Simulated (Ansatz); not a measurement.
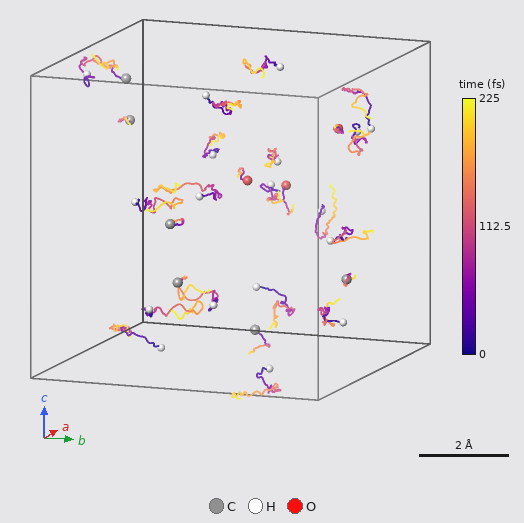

First-principles dynamics of a periodic cell with 3 C2H4 + 3 H2O at 0.683 g/cm³, 225 fs long. Lines trace each atom's path, coloured by time; spheres stand at the starting positions. Seen from a free direction in the simulation cell.

Level of theory: DFT PBE, scalar-relativistic, plane waves, PAW (Ansatz). Run with plane-wave cutoff 420 eV; k-point mesh 1 × 1 × 1; Fermi-Dirac smearing 0.05 eV; low-accuracy preset; Langevin thermostat (NVT); set temperature 250 K; time step 0.75 fs; friction 0.02 per fs.

Question: How do the atoms move?

Answer: In the second half of the run the atoms are, in the root-mean-square, this far from where they began (common drift taken out): H 0.78 Å, O 0.45 Å, C 0.36 Å. The heavy atoms stay within a fraction of a molecule's size of their starting places, while the hydrogen atoms travel further, as molecules turn; so short a run doesn't tell a liquid from a solid.

Limits of the set-up: the program's low-accuracy preset was used; the periodic images lie only 7.0 Å apart, so the values are limited by the cell's size.
